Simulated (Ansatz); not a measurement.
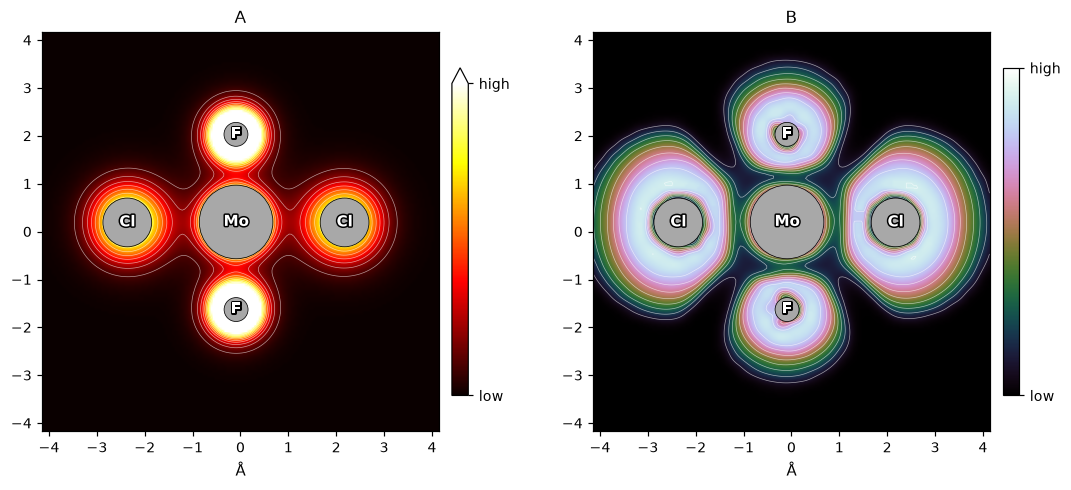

Cl3F3Mo···H2: 2 fields on the plane of atoms Cl3, Mo1 and F4, with unlabelled colour scales. Grey discs cover the atomic cores.

Core potentials replace the inner electrons of Mo.

All numbers below come from RKS LDA/def2-SVP (Ansatz 0.2.0).

**The panels show electron density and electron localisation function in some order. Assign them.**

Panel A: electron density. Panel B: electron localisation function. From the grid: Mo–F (1.83 Å): ρ at the midpoint is about 1.2 e/Å³; the ELF peaks at about 0.85 in the valence shell of F, 0.5 Å from its nucleus, and drops to about 0.25 between the two atoms. Mo–Cl (2.27 Å): ρ is about 0.68 e/Å³ halfway; the ELF peaks at about 0.80 in the valence shell of Cl, 0.8 Å from its nucleus, and is about 0.35 at the midpoint.
